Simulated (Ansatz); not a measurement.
## Run report: Si3H7Cl, molecular dynamics (part 2 of 2)

Si3H7Cl; RHF/def2-SVP (Ansatz 0.2.0). It belongs to a series of runs on one base structure; here: dynamics from the start.

Log, continued
```
md step   129: t =    32.25 fs  T =   181.3 K (target 785.8 K)  F+E_penalty+E_count = -36190.74835007 eV  E_kin = 0.257798 eV  (23 SCF iters)
md step   130: t =    32.50 fs  T =   176.0 K (target 791.2 K)  F+E_penalty+E_count = -36190.74858235 eV  E_kin = 0.250222 eV  (23 SCF iters)
md step   131: t =    32.75 fs  T =   175.3 K (target 796.5 K)  F+E_penalty+E_count = -36190.74907071 eV  E_kin = 0.249316 eV  (23 SCF iters)
md step   132: t =    33.00 fs  T =   171.6 K (target 801.8 K)  F+E_penalty+E_count = -36190.75047549 eV  E_kin = 0.243982 eV  (23 SCF iters)
md step   133: t =    33.25 fs  T =   168.6 K (target 807.1 K)  F+E_penalty+E_count = -36190.75219152 eV  E_kin = 0.239736 eV  (22 SCF iters)
md step   134: t =    33.50 fs  T =   176.2 K (target 812.4 K)  F+E_penalty+E_count = -36190.75378370 eV  E_kin = 0.250465 eV  (22 SCF iters)
md step   135: t =    33.75 fs  T =   201.6 K (target 817.7 K)  F+E_penalty+E_count = -36190.75554660 eV  E_kin = 0.286704 eV  (22 SCF iters)
md step   136: t =    34.00 fs  T =   204.4 K (target 823.0 K)  F+E_penalty+E_count = -36190.75658734 eV  E_kin = 0.290576 eV  (22 SCF iters)
md step   137: t =    34.25 fs  T =   215.1 K (target 828.3 K)  F+E_penalty+E_count = -36190.75630664 eV  E_kin = 0.305819 eV  (22 SCF iters)
md step   138: t =    34.50 fs  T =   208.8 K (target 833.6 K)  F+E_penalty+E_count = -36190.75455331 eV  E_kin = 0.296834 eV  (22 SCF iters)
md step   139: t =    34.75 fs  T =   211.7 K (target 838.9 K)  F+E_penalty+E_count = -36190.75101949 eV  E_kin = 0.301027 eV  (22 SCF iters)
md step   140: t =    35.00 fs  T =   196.9 K (target 844.2 K)  F+E_penalty+E_count = -36190.74598765 eV  E_kin = 0.279901 eV  (22 SCF iters)
md step   141: t =    35.25 fs  T =   206.1 K (target 849.6 K)  F+E_penalty+E_count = -36190.73968332 eV  E_kin = 0.293045 eV  (22 SCF iters)
md step   142: t =    35.50 fs  T =   207.5 K (target 854.9 K)  F+E_penalty+E_count = -36190.73196243 eV  E_kin = 0.295040 eV  (22 SCF iters)
md step   143: t =    35.75 fs  T =   219.0 K (target 860.2 K)  F+E_penalty+E_count = -36190.72267737 eV  E_kin = 0.311333 eV  (22 SCF iters)
md step   144: t =    36.00 fs  T =   220.7 K (target 865.5 K)  F+E_penalty+E_count = -36190.71139430 eV  E_kin = 0.313861 eV  (22 SCF iters)
md step   145: t =    36.25 fs  T =   222.3 K (target 870.8 K)  F+E_penalty+E_count = -36190.69875280 eV  E_kin = 0.316019 eV  (22 SCF iters)
md step   146: t =    36.50 fs  T =   225.4 K (target 876.1 K)  F+E_penalty+E_count = -36190.68578104 eV  E_kin = 0.320491 eV  (26 SCF iters)
md step   147: t =    36.75 fs  T =   207.1 K (target 881.4 K)  F+E_penalty+E_count = -36190.67317385 eV  E_kin = 0.294483 eV  (22 SCF iters)
md step   148: t =    37.00 fs  T =   205.3 K (target 886.7 K)  F+E_penalty+E_count = -36190.66105505 eV  E_kin = 0.291954 eV  (22 SCF iters)
md step   149: t =    37.25 fs  T =   183.2 K (target 892.0 K)  F+E_penalty+E_count = -36190.64967049 eV  E_kin = 0.260462 eV  (22 SCF iters)
these checks for a lower state are left out or cut short: starts, cluster_reference, orbital_swaps, neighbouring_geometries, increment
1083 factors; integrals over basis functions are off by at most 2.1e-4 eV
mean field -36190.63950526 eV, -1329.9814709219 hartree, gradient 4.1e-5 eV, S^2 0.000000; 0 other end points of the search recorded, 0 dependent functions left out
the calculation of the forces begins
reference -36190.63950526 eV, -1329.9814709219 hartree; 33, 33 occupied and 74, 74 virtual orbitals, 1083 factors
1083 factors; integrals over basis functions are off by at most 2.1e-4 eV
mean field evaluation 832: about -36190.4251 eV, gradient 6.8e0 eV
mean field -36190.63950526 eV, -1329.9814709219 hartree, gradient 4.1e-5 eV, S^2 0.000000; 1 other end points of the search recorded, 0 dependent functions left out
the calculation of the forces begins
reference -36190.63950526 eV, -1329.9814709219 hartree; 33, 33 occupied and 74, 74 virtual orbitals, 1083 factors
md step   150: t =    37.50 fs  T =   176.8 K (target 897.3 K)  F+E_penalty+E_count = -36190.63950526 eV  E_kin = 0.251420 eV  (26 SCF iters)
```

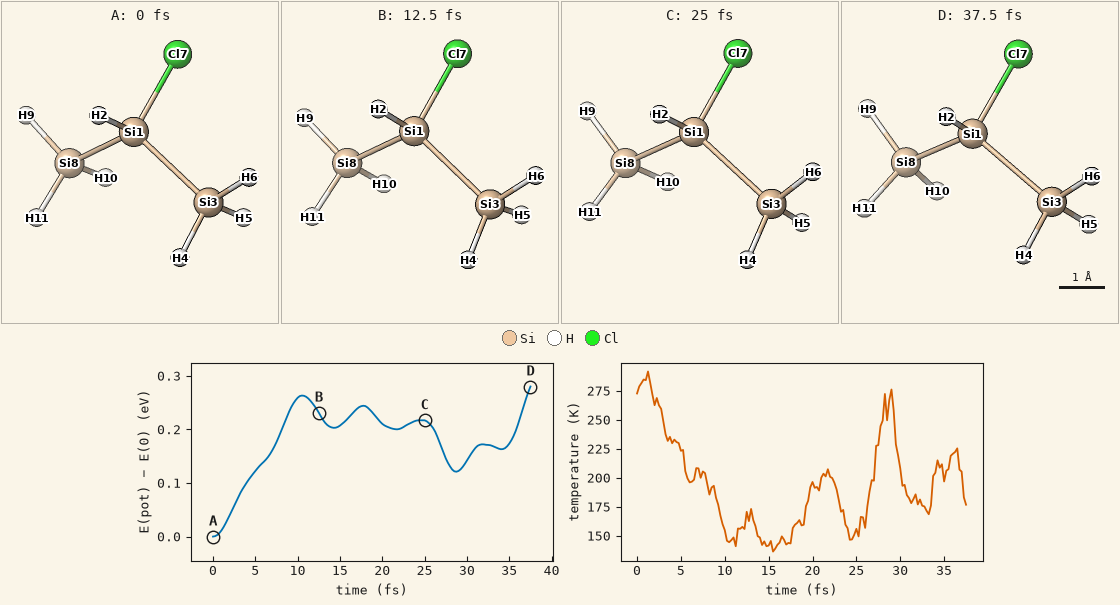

Fig. 1: Frames of the molecular dynamics (ball-and-stick, seen at a tilt) above the curves, on which the letters mark them. The trajectory kept here has 151 frames over 37.5 fs. The temperature starts at 273 K, ranges from 136 to 292 K and averages 195 K over the second half. The potential energy ends 0.280 eV above its first value. After an unweighted best fit of the last frame on the first, the root-mean-square displacement is 0.18 Å, and H11 has moved furthest (0.30 Å).

```
Total energy: -36190.63950526 eV, -1329.9814709219 hartree
Atom 0 at     0.132375    -0.203975     0.124456 Å, force     0.187622     1.209829    -0.789801 eV/Å
Atom 1 at     0.518329    -0.318599     1.525056 Å, force    -0.073027    -0.452357     0.436129 eV/Å
Atom 2 at     2.206968     0.334873    -0.996525 Å, force     0.707334    -0.201261     0.536394 eV/Å
Atom 3 at     3.152933    -0.823541    -0.792408 Å, force    -0.366381     0.161830    -0.135083 eV/Å
Atom 4 at     2.096283     0.578344    -2.453240 Å, force    -0.170521     0.043844     0.042235 eV/Å
Atom 5 at     2.936540     1.495008    -0.332705 Å, force    -0.659571    -0.388726    -0.287027 eV/Å
Atom 6 at    -0.989066     1.622380     0.081002 Å, force     0.154688    -0.573200    -0.105670 eV/Å
Atom 7 at    -1.241429    -1.939113    -0.780807 Å, force    -1.091015     0.092688    -0.526873 eV/Å
Atom 8 at    -2.609068    -1.932201    -0.083824 Å, force     0.809693     0.198922    -0.522420 eV/Å
Atom 9 at    -1.387145    -1.898191    -2.314128 Å, force     0.040982     0.384841     1.047361 eV/Å
Atom 10 at    -0.678243    -3.257075    -0.542680 Å, force     0.460195    -0.476410     0.304755 eV/Å
Dipole moment:     0.124854    -0.373310    -0.028614 e Å
```

Trajectory as extended XYZ (Å, eV, eV/Å), 9 of the 151 frames kept, from step=0 to step=150
```
11
Properties=species:S:1:pos:R:3:forces:R:3 step=0 time_fs=0.0 energy=-36190.91967 temperature=272.7
Si    0.1034   -0.1769    0.1924   -0.0004   0.0058  -0.0042
H     0.2910   -0.4549    1.6344   -0.0045  -0.0003   0.0001
Si    2.1980    0.1680   -0.8567   -0.0034  -0.0020  -0.0094
H     3.0209   -1.0609   -0.7311   -0.0020   0.0027  -0.0004
H     1.9812    0.4606   -2.2937    0.0042   0.0000   0.0067
H     2.9059    1.3029   -0.2199   -0.0039  -0.0053   0.0003
Cl   -0.9757    1.6203    0.0332    0.0006   0.0000   0.0035
Si   -1.2098   -1.8718   -0.8126    0.0060  -0.0069   0.0056
H    -2.5217   -1.9722   -0.1315    0.0065   0.0033  -0.0011
H    -1.4161   -1.5461   -2.2435    0.0000   0.0005   0.0004
H    -0.4993   -3.1709   -0.7085   -0.0030   0.0022  -0.0013
11
Properties=species:S:1:pos:R:3:forces:R:3 step=19 time_fs=4.8 energy=-36190.80217 temperature=230.0
Si    0.1072   -0.1654    0.1863   -0.0273  -0.3906   0.6212
H     0.2291   -0.4361    1.6666    0.1029   0.0437  -0.5633
Si    2.2129    0.1756   -0.8821    0.0312   0.4355  -0.5226
H     3.1421   -0.9756   -0.7613   -0.1972  -0.0914   0.0129
H     1.9309    0.4582   -2.3391    0.0707  -0.2191   0.4639
H     2.9168    1.3723   -0.3461   -0.1720  -0.0958   0.0995
Cl   -0.9799    1.6217    0.0511    0.0145   0.0300  -0.1297
Si   -1.2241   -1.8860   -0.8061    0.4159  -0.7782  -0.0271
H    -2.5483   -2.0350   -0.1906   -0.2150   0.2014   0.2370
H    -1.3870   -1.6517   -2.2345   -0.1247   0.4170  -0.5188
H    -0.5943   -3.2560   -0.7865    0.1010   0.4476   0.3271
11
Properties=species:S:1:pos:R:3:forces:R:3 step=38 time_fs=9.5 energy=-36190.67094 temperature=167.4
Si    0.1097   -0.1588    0.1844   -0.0459  -0.3973  -0.5458
H     0.1882   -0.3997    1.6108    0.2890  -0.2352   0.5990
Si    2.2335    0.1911   -0.9128   -0.0621   0.3729   0.3692
H     3.2164   -0.9287   -0.7916   -0.3565   0.0778  -0.0291
H     1.8951    0.4883   -2.3077   -0.0371  -0.2188  -0.4066
H     2.8778    1.4414   -0.4196   -0.1031  -0.2003   0.2044
Cl   -0.9820    1.6196    0.0666   -0.0250   0.1343  -0.2369
Si   -1.2359   -1.9020   -0.8017   -0.6247   0.1793  -1.1829
H    -2.6113   -2.0802   -0.2239    0.3923   0.3708   0.0410
H    -1.3855   -1.6831   -2.3041   -0.0216   0.3469   0.7076
H    -0.6588   -3.2400   -0.8297    0.5946  -0.4304   0.4801
11
Properties=species:S:1:pos:R:3:forces:R:3 step=56 time_fs=14.0 energy=-36190.71584 temperature=148.6
Si    0.1118   -0.1552    0.1796    0.1178  -0.6924   0.2193
H     0.2126   -0.3845    1.6503    0.2209  -0.1225  -0.2552
Si    2.2523    0.2109   -0.9354   -0.9907   0.4588   0.1213
H     3.2365   -0.8782   -0.8287   -0.0369  -0.1929   0.0057
H     1.8553    0.5058   -2.3278    0.1039  -0.2774  -0.2220
H     2.8193    1.4783   -0.4475    0.1635   0.0574   0.3004
Cl   -0.9844    1.6206    0.0781   -0.0341   0.1655  -0.2656
Si   -1.2513   -1.9178   -0.8013    0.6097   0.1556  -0.8128
H    -2.5936   -2.0568   -0.2467   -0.3499   0.1830   0.3630
H    -1.3799   -1.6447   -2.2663   -0.0464   0.2110   0.2039
H    -0.6273   -3.2638   -0.7853    0.2422   0.0539   0.3420
11
Properties=species:S:1:pos:R:3:forces:R:3 step=75 time_fs=18.8 energy=-36190.68657 temperature=159.0
Si    0.1193   -0.1558    0.1692    0.0785  -0.8688   0.5666
H     0.2414   -0.3944    1.6631    0.1885  -0.0167  -0.6838
Si    2.2643    0.2284   -0.9515   -1.4941   0.4273  -0.7519
H     3.2346   -0.8668   -0.8860    0.1181  -0.2446   0.1440
H     1.8646    0.4726   -2.4116    0.3425  -0.1854   0.7846
H     2.7944    1.4881   -0.4062    0.2206   0.0586   0.1007
Cl   -0.9832    1.6206    0.0830   -0.0013   0.1449  -0.2516
Si   -1.2617   -1.9336   -0.8036    0.9417  -0.2502   0.6709
H    -2.6294   -1.9978   -0.2437    0.0721   0.0296   0.1818
H    -1.3697   -1.5970   -2.2077   -0.0679   0.0615  -0.7567
H    -0.5699   -3.2998   -0.6730   -0.3986   0.8439  -0.0045
11
Properties=species:S:1:pos:R:3:forces:R:3 step=94 time_fs=23.5 energy=-36190.70645 temperature=172.3
Si    0.1299   -0.1645    0.1593   -0.1516  -0.4721  -0.5257
H     0.3173   -0.4245    1.5904    0.1846  -0.0785   0.2630
Si    2.2605    0.2553   -0.9673   -0.4307   0.1068   0.6021
H     3.2213   -0.8883   -0.8981   -0.1815   0.2035   0.2444
H     1.9628    0.4320   -2.3971   -0.0286   0.2391  -0.1905
H     2.8241    1.5128   -0.3366   -0.1103  -0.5667  -0.3669
Cl   -0.9829    1.6256    0.0848    0.1203  -0.0839  -0.1393
Si   -1.2605   -1.9506   -0.8035   -0.2663   1.4434   0.0533
H    -2.6695   -1.9534   -0.1936    0.9581  -0.0876  -0.3233
H    -1.3668   -1.5509   -2.2642    0.0116  -0.5156   0.5477
H    -0.5461   -3.2203   -0.5716   -0.1056  -0.1885  -0.1649
11
Properties=species:S:1:pos:R:3:forces:R:3 step=112 time_fs=28.0 energy=-36190.78871 temperature=249.4
Si    0.1358   -0.1755    0.1453   -0.0672  -0.0827  -0.4542
H     0.4114   -0.4305    1.5728    0.0186  -0.0594   0.0872
Si    2.2500    0.2870   -0.9779   -0.4700  -0.1459   0.7720
H     3.1899   -0.8402   -0.8656    0.0923  -0.2478   0.2294
H     2.0408    0.4560   -2.4036   -0.1978   0.3119  -0.6032
H     2.8601    1.4874   -0.3454   -0.0948  -0.0580  -0.1355
Cl   -0.9836    1.6272    0.0861    0.1700  -0.2601  -0.0615
Si   -1.2604   -1.9503   -0.8020    0.9296   1.0581   0.1951
H    -2.5877   -1.9482   -0.1804   -0.2403  -0.0233   0.0715
H    -1.3354   -1.6324   -2.2514   -0.1007  -0.2721   0.0540
H    -0.5515   -3.2127   -0.5224   -0.0398  -0.2207  -0.1547
11
Properties=species:S:1:pos:R:3:forces:R:3 step=131 time_fs=32.8 energy=-36190.74907 temperature=175.3
Si    0.1327   -0.1878    0.1328    0.3740   0.4955   0.0502
H     0.4924   -0.3849    1.5819   -0.2488  -0.1310  -0.4638
Si    2.2331    0.3160   -0.9896   -0.0943  -0.9143  -0.2060
H     3.1938   -0.8225   -0.8115   -0.3314  -0.0018  -0.0256
H     2.0696    0.4983   -2.4691   -0.0854   0.1270   0.3720
H     2.9303    1.4405   -0.3647   -0.1302   0.4992   0.0908
Cl   -0.9872    1.6287    0.0799    0.1729  -0.4513  -0.0563
Si   -1.2492   -1.9412   -0.7940    0.9327  -0.5083   1.3249
H    -2.5594   -1.9200   -0.1144   -0.1204   0.0766  -0.1251
H    -1.3239   -1.7772   -2.2230   -0.2042   0.1508  -0.8010
H    -0.5926   -3.2851   -0.4950   -0.2650   0.6577  -0.1601
11
Properties=species:S:1:pos:R:3:forces:R:3 step=150 time_fs=37.5 energy=-36190.63950 temperature=176.8
Si    0.1324   -0.2040    0.1245    0.1876   1.2098  -0.7898
H     0.5183   -0.3186    1.5251   -0.0730  -0.4524   0.4361
Si    2.2070    0.3349   -0.9965    0.7073  -0.2013   0.5364
H     3.1529   -0.8235   -0.7924   -0.3664   0.1618  -0.1351
H     2.0963    0.5783   -2.4532   -0.1705   0.0438   0.0422
H     2.9365    1.4950   -0.3327   -0.6596  -0.3887  -0.2870
Cl   -0.9891    1.6224    0.0810    0.1547  -0.5732  -0.1057
Si   -1.2414   -1.9391   -0.7808   -1.0910   0.0927  -0.5269
H    -2.6091   -1.9322   -0.0838    0.8097   0.1989  -0.5224
H    -1.3871   -1.8982   -2.3141    0.0410   0.3848   1.0474
H    -0.6782   -3.2571   -0.5427    0.4602  -0.4764   0.3048
```

The run was set up as follows.

The input
```yaml
crystal:
  periodic: [false, false, false]
  atoms:
    - { symbol: Si, position_ang: [0.103362, -0.176863, 0.192377] }
    - { symbol: H, position_ang: [0.291031, -0.454883, 1.634414] }
    - { symbol: Si, position_ang: [2.19795, 0.16805, -0.856676] }
    - { symbol: H, position_ang: [3.020904, -1.060908, -0.731106] }
    - { symbol: H, position_ang: [1.981188, 0.460564, -2.293715] }
    - { symbol: H, position_ang: [2.905889, 1.302891, -0.219852] }
    - { symbol: Cl, position_ang: [-0.975652, 1.620327, 0.033157] }
    - { symbol: Si, position_ang: [-1.209841, -1.871754, -0.812559] }
    - { symbol: H, position_ang: [-2.521657, -1.972186, -0.131508] }
    - { symbol: H, position_ang: [-1.416066, -1.546095, -2.243529] }
    - { symbol: H, position_ang: [-0.499308, -3.170943, -0.708503] }
basis:
  gaussian: { orbitals: def2-SVP }
hamiltonian:
  xc: hf
md:
  timestep: 0.25
  n_steps: 150
  ensemble: nvt_langevin
  temperature: 300.0
  initial_velocities: maxwell_boltzmann
  seed: 172420
  friction: 0.01
  temperature_schedule:
    - { n_steps: 37, end_temperature: 300.0 }
    - { n_steps: 113, end_temperature: 900.0 }
```

Launch command:
```bash
ansatz run input.yaml --threads 1 --pin off --max-ram 2048MiB --backend cpu --events-out ev --progress --plain --runs-dir out
```

Results in brief

```csv
quantity,value
outcome,finished
mean temperature over the second half,195 K
trajectory,"150 steps, 37.5 fs"
ensemble,nvt_langevin
temperature in the input,300.0 K
time step,0.25 fs
potential energy (last step),−36190.6395 eV
mean-field energy (last step),−36190.6395 eV
largest force (length of the vector) (last step),1.457 eV/Å
hardware,"1 thread of Intel Xeon (Granite Rapids), 32 GiB of memory available, shared host"
wall time,3.9 min
peak memory,0.23 GiB
```

So short a trajectory is not equilibrated. The logged temperature at the start can lie below the typed one, since it is counted over all degrees of freedom. The temperature stays far from the 300 K of the thermostat over the second half: the run isn't equilibrated.
